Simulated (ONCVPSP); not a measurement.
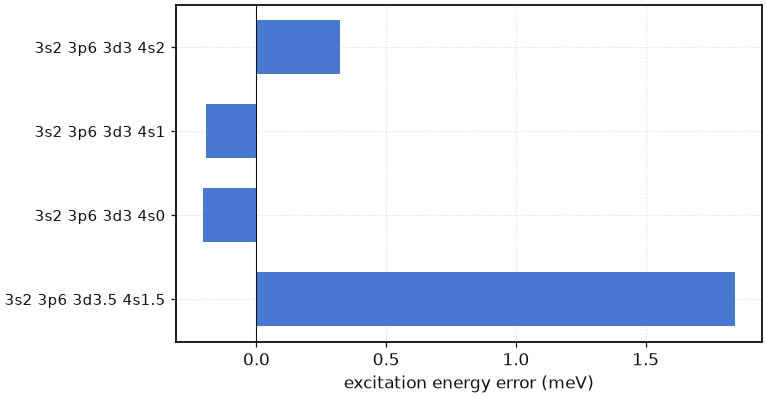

Figure 1. Errors, all-electron minus pseudo, of the energies of valence configurations relative to the unpolarised reference 3s2 3p6 3d3 4s1.5.

- Worst configuration: 3s2 3p6 3d3.5 4s1.5 (neutral): the error is +1.8 meV on an all-electron energy of -3.05 eV relative to the reference, or 0.061 %.
- Errors in meV: 3s2 3p6 3d3 4s2: +0.3; 3s2 3p6 3d3 4s1: -0.2; 3s2 3p6 3d3 4s0: -0.2; 3s2 3p6 3d3.5 4s1.5: +1.8.
- Configurations within 10 meV and within 50 meV: 4 and 4 of 4.

## V: pseudopotential generation

System: vanadium (V, Z = 23), core [Ne], reference valence 3s2 3p6 3d3 4s1.5 (an ion of charge +0.5), valence charge 13.
Method: ONCV potential, PBEsol, scalar-relativistic, made with ONCVPSP 4.0.1.

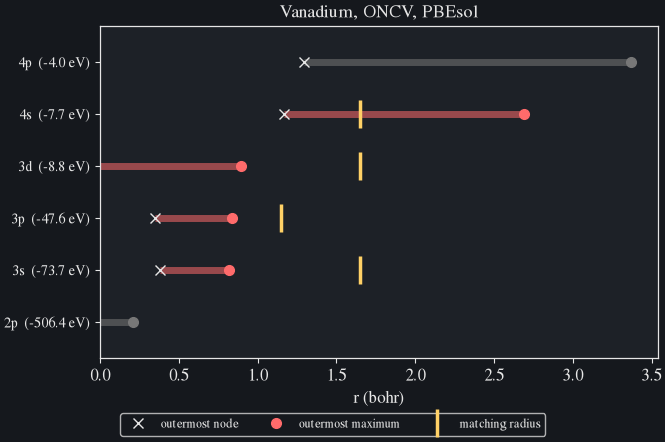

Figure 2. Outer shells of the all-electron reference atom: each bar runs from the outermost node (or the nucleus) to the outermost maximum of u(r); the tick is the radius chosen for the pseudo-wave. Shells without a tick have no pseudo-wave of their own. Levels, nodes and maxima are from ld1.x, scalar-relativistic.

- Radii against the shells: 3s: 1.65 bohr, outside the maximum; 3p: 1.15 bohr, outside the maximum; 3d: 1.65 bohr, outside the maximum; 4s: 1.65 bohr, between node and maximum.

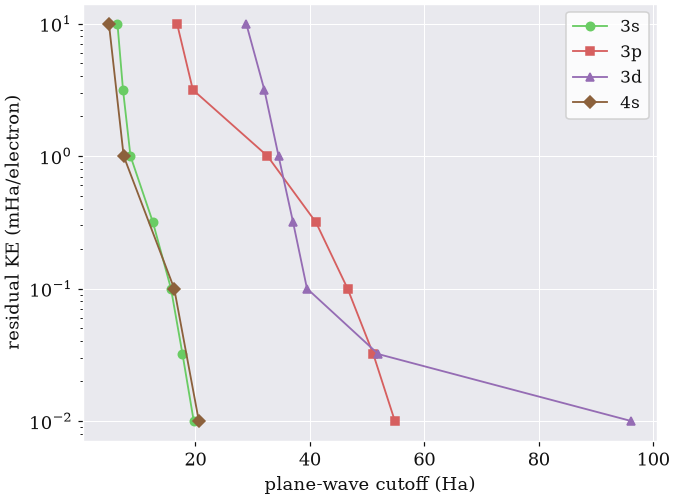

Figure 3. Residual kinetic energy of the pseudo-waves (the first of each channel, and further valence shells) beyond the plane-wave cutoff, as the generator prints it.

- Cutoffs for 1 mHa per electron: 3d: 35 Ha; 3p: 33 Ha; 3s: 8.6 Ha; 4s: 7.5 Ha.
- Cutoffs for the occupied states: 35 Ha for 1 mHa and 47 Ha for 0.1 mHa per electron. The first is set by 3d.

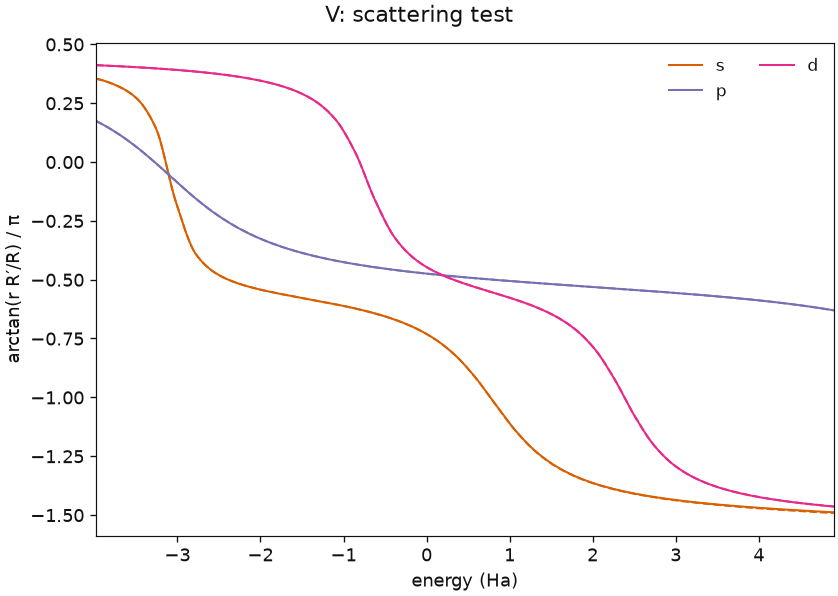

Figure 4. Unwrapped phase arctan(r R′/R) in units of π against energy, all-electron (solid) and pseudo (dashed); the pseudo phase is matched to the all-electron one at the reference energy. Here R(r) is the radial function. Not drawn: f: not judged.

- Poles, where the radial function vanishes at the test radius: s: all-electron at -2.4 Ha, pseudo at -2.4 Ha; p: all-electron at 0.8 Ha, pseudo at 0.8 Ha; d: all-electron at 0.3 Ha, pseudo at 0.3 Ha.
- Range over which the phases agree within 0.05 rad: s: over the whole range drawn; p: over the whole range drawn; d: over the whole range drawn.

These pictures come from the run below.

Input file:
```
# ATOM AND REFERENCE CONFIGURATION
# atsym  z   nc   nv     iexc    psfile
  V 23.00    3    4  -116133      upf
#
#   n    l    f
    1    0    2.00
    2    0    2.00
    2    1    6.00
    3    0    2.00
    3    1    6.00
    3    2    3.00
    4    0    1.50
#
# PSEUDOPOTENTIAL AND OPTIMIZATION
# lmax
    2
#
#   l,   rc,      ep,       ncon, nbas, qcut
    0    1.65    0.00    3    7    6.50
    1    1.15    0.00    4    7   11.00
    2    1.65    0.00    5    9    9.00
#
# LOCAL POTENTIAL
# lloc, lpopt,  rc(5),   dvloc0
    4    2    0.80    6.00
#
# VANDERBILT-KLEINMAN-BYLANDER PROJECTORs
# l, nproj, debl
    0    2    3.80
    1    2    0.60
    2    2    3.40
#
# MODEL CORE CHARGE
# icmod, fcfact, rcfact
    0    0.00    0.00
#
# LOG DERIVATIVE ANALYSIS
# epsh1, epsh2, depsh
   -4.00    5.00    0.02
#
# OUTPUT GRID
# rlmax, drl
    6.00    0.01
#
# TEST CONFIGURATIONS
# ncnf
    4
# nvcnf
#   n    l    f
    4
    3    0    2.00
    3    1    6.00
    3    2    3.00
    4    0    2.00
#
    4
    3    0    2.00
    3    1    6.00
    3    2    3.00
    4    0    1.00
#
    4
    3    0    2.00
    3    1    6.00
    3    2    3.00
    4    0    0.00
#
    4
    3    0    2.00
    3    1    6.00
    3    2    3.50
    4    0    1.50
#
```

Launched with:
```bash
oncvpsp.x < V.dat > V.out
```

The program's output (extracts):
```
ONCVPSP  (Optimized Norm-Conservinng Vanderbilt PSeudopotential)
scalar-relativistic version 4.0.1

#   n    l    f        energy (Ha)
    1    0    2.00    -1.9705126E+02
    2    0    2.00    -2.2250683E+01
    2    1    6.00    -1.8609085E+01
    3    0    2.00    -2.7069445E+00
    3    1    6.00    -1.7484518E+00
    3    2    3.00    -3.2176541E-01
    4    0    1.50    -2.8375729E-01

Reference configufation results
  iterations    24
  all-electron total energy (Ha)   -9.47871239D+02

Begin loop to  construct optimized pseudo wave functions
and semi-local pseudopoentials for all angular momenta

Calculating optimized projector #   1

 for l=   0

    Fraction of norm inside rc  0.958120
    Optimizing pswf for qcut=   6.50 a_B^-1,  ecut=  21.15 Ha
    Residual kinetic energy error=  4.32D-06 Ha

    Energy error per electron        Cutoff
         Ha          eV             Ha
         0.01000     0.27211        6.37
         0.00100     0.02721        8.65
         0.00010     0.00272       15.72
         0.00001     0.00027       19.71

Calculating optimized projector #   2

 for l=   0

    Fraction of norm inside rc  0.060059
    Optimizing pswf for qcut=   6.50 a_B^-1,  ecut=  21.15 Ha
    Residual kinetic energy error=  7.35D-06 Ha

    Energy error per electron        Cutoff
         Ha          eV             Ha
         0.01000     0.27211        4.88
         0.00100     0.02721        7.46
         0.00010     0.00272       16.29
         0.00001     0.00027       20.60

WARNING wellstate: negative energy specified for n= 4 l=  1
WARNING scattering state with energy  0.25000000
WARNING will be used for the first projector

   Wellstate for l =  1  n =  4
     eigenvalue =   0.2500
     asymptotic potential =   0.7500
     half-point radius =  2.8590

Calculating optimized projector #   1

 for l=   1

    Fraction of norm inside rc  0.681403
    Optimizing pswf for qcut=  11.02 a_B^-1,  ecut=  60.67 Ha
    Residual kinetic energy error=  1.81D-06 Ha

    Energy error per electron        Cutoff
         Ha          eV             Ha
         0.01000     0.27211       16.79
         0.00100     0.02721       32.59
         0.00010     0.00272       46.59
         0.00001     0.00027       54.86

Calculating optimized projector #   2

 for l=   1

    Fraction of norm inside rc  0.073483
    Optimizing pswf for qcut=  11.02 a_B^-1,  ecut=  60.67 Ha
    Residual kinetic energy error=  8.53D-07 Ha

    Energy error per electron        Cutoff
         Ha          eV             Ha
         0.01000     0.27211       14.30
         0.00100     0.02721       19.76
         0.00010     0.00272       41.54
         0.00001     0.00027       52.29

   Wellstate for l =  2  n =  5
     eigenvalue =   3.0782
     asymptotic potential =   3.5782
     half-point radius =  2.8065

Calculating optimized projector #   1

 for l=   2

    Fraction of norm inside rc  0.703162
    Optimizing pswf for qcut=   9.01 a_B^-1,  ecut=  40.58 Ha
    Residual kinetic energy error=  6.03D-05 Ha

    Energy error per electron        Cutoff
         Ha          eV             Ha
         0.01000     0.27211       28.88
         0.00100     0.02721       34.53
         0.00010     0.00272       39.49
         0.00001     0.00027       96.14

Calculating optimized projector #   2

 for l=   2

    Fraction of norm inside rc  0.184332
    Optimizing pswf for qcut=   9.01 a_B^-1,  ecut=  40.58 Ha
    Residual kinetic energy error=  8.23D-04 Ha

    Energy error per electron        Cutoff
         Ha          eV             Ha
         0.01000     0.27211       33.20
         0.00100     0.02721       40.01
         0.00010     0.00272      109.68
         0.00001     0.00027      136.96

Construct Vanderbilt / Kleinmman-Bylander projectors

B matrix Hermiticity error, ll=   0
   1   2    1.8114E-04

  Orthonormal projector coefficients  4.1395E+00  1.9598E+00

B matrix Hermiticity error, ll=   1
   1   2    2.0666E-04

  Orthonormal projector coefficients  2.9197E+00  8.0866E-01

B matrix Hermiticity error, ll=   2
   1   2   -1.9352E-04

  Orthonormal projector coefficients -6.4562E+00 -1.6423E+00

Pseudoatom total energy  -71.209353

Diagnostic tests using Vanderbilt-Kleinman-Bylander pseudopotentials
  1 or more projectors used as specified by nproj input data

   l    rcore       rmatch      e in        delta e   norm test  slope test

   0   1.6551903   1.7054455  -2.7069445   0.0000119   1.0001512   1.0001424
   0   1.6551903   1.7054455  -0.2837573   0.0000052   1.0000416   1.0000143

   1   1.1560300   1.1911296  -1.7484518  -0.0000164   1.0001212   1.0001556
   1   1.1560300   1.1911296   0.2500000   0.0000099   1.0002853   1.0002853

   2   1.6551903   1.7054455  -0.3217654  -0.0000009   1.0000428   1.0000483
   2   1.6551903   1.7054455   3.0782346   0.0000660   1.0001076   1.0001076

 Testing for bound ghosts
   n   l    E NL Schr. Eq   E Basis Diag.   E Cutoff

   1   0       -2.706933       -2.706765     69.47
   2   0       -0.283752       -0.223918     69.47

   2   1       -1.748468       -1.747323    166.25

   3   2       -0.321766       -0.318321    161.74

 Testing for highly-localized positive-energy ghosts
       l    <radius>/rc     E Basis Diag.   E Cutoff

Test configuration 0

   n   l     f        eae           eps        diff
   1   0  2.0000 -197.05126441
   2   0  2.0000  -22.25068348
   2   1  6.0000  -18.60908476
   3   0  2.0000   -2.70694452   -2.70693263    1.19D-05
   3   1  6.0000   -1.74845177   -1.74846817   -1.64D-05
   3   2  3.0000   -0.32176541   -0.32176631   -8.94D-07
   4   0  1.5000   -0.28375729   -0.28375210    5.19D-06

    Total energies and differences
      AE_ref= -9.47871239D+02  AE_tst= -9.47871239D+02  dif=  0.00D+00
      PS_ref= -7.12093527D+01  PS_tst= -7.12093527D+01  dif= -2.84D-14
      PSP excitation error=  2.84D-14

Test configuration 1

   n   l     f        eae           eps        diff
   1   0  2.0000 -196.91688248
   2   0  2.0000  -22.11901744
   2   1  6.0000  -18.47718504
   3   0  2.0000   -2.57372609   -2.57355922    1.67D-04
   3   1  6.0000   -1.61501952   -1.61493896    8.06D-05
   3   2  3.0000   -0.19050676   -0.19041101    9.57D-05
   4   0  2.0000   -0.17331107   -0.17332189   -1.08D-05

    Total energies and differences
      AE_ref= -9.47871239D+02  AE_tst= -9.47985168D+02  dif= -1.14D-01
      PS_ref= -7.12093527D+01  PS_tst= -7.13232934D+01  dif= -1.14D-01
      PSP excitation error=  1.18D-05

Test configuration 2

   n   l     f        eae           eps        diff
   1   0  2.0000 -197.19962580
   2   0  2.0000  -22.39561771
   2   1  6.0000  -18.75431344
   3   0  2.0000   -2.85330077   -2.85354829   -2.48D-04
   3   1  6.0000   -1.89493952   -1.89510748   -1.68D-04
   3   2  3.0000   -0.46505150   -0.46518407   -1.33D-04
   4   0  1.0000   -0.40066232   -0.40064023    2.21D-05

    Total energies and differences
      AE_ref= -9.47871239D+02  AE_tst= -9.47700359D+02  dif=  1.71D-01
      PS_ref= -7.12093527D+01  PS_tst= -7.10384657D+01  dif=  1.71D-01
      PSP excitation error= -7.08D-06

Test configuration 3

   n   l     f        eae           eps        diff
   1   0  2.0000 -197.53293121
   2   0  2.0000  -22.71999744
   2   1  6.0000  -19.07944930
   3   0  2.0000   -3.17992464   -3.18104166   -1.12D-03
   3   1  6.0000   -2.22132154   -2.22200939   -6.88D-04
   3   2  3.0000   -0.78157899   -0.78214383   -5.65D-04

    Total energies and differences
      AE_ref= -9.47871239D+02  AE_tst= -9.47178390D+02  dif=  6.93D-01
      PS_ref= -7.12093527D+01  PS_tst= -7.05164958D+01  dif=  6.93D-01
      PSP excitation error= -7.59D-06

Test configuration 4

   n   l     f        eae           eps        diff
   1   0  2.0000 -196.84252457
   2   0  2.0000  -22.03264243
   2   1  6.0000  -18.39192939
   3   0  2.0000   -2.49838370   -2.49826422    1.19D-04
   3   1  6.0000   -1.54278110   -1.54280628   -2.52D-05
   3   2  3.5000   -0.13319776   -0.13342804   -2.30D-04
   4   0  1.5000   -0.15635082   -0.15624161    1.09D-04

    Total energies and differences
      AE_ref= -9.47871239D+02  AE_tst= -9.47983257D+02  dif= -1.12D-01
      PS_ref= -7.12093527D+01  PS_tst= -7.13214381D+01  dif= -1.12D-01
      PSP excitation error=  6.78D-05
```

Results in brief:

- outcome: generated
- cutoffs needed: 35 Ha and 47 Ha (the cutoffs at which the residual kinetic energy of the hardest occupied pseudo-wave falls to 1 and 0.1 mHa per electron)
- ghost test: no bound ghost flagged; no localised positive-energy state flagged
- largest excitation error: +1.8 meV (all-electron minus pseudo) for 3s2 3p6 3d3.5 4s1.5, out of 4 test configurations
- range over which the phases arctan(r R′/R) at the test radius agree within 0.05 rad (a looser test near the poles than one of phase shifts): s: over the whole range computed; p: over the whole range computed; d: over the whole range computed; f: not judged, local potential alone
- hardware: 1 CPU thread, shared host
- wall time: 3.2 s

Notes:

Warnings of the program, in the generation or the tests: wellstate: negative energy specified for n= 4 l= 1.
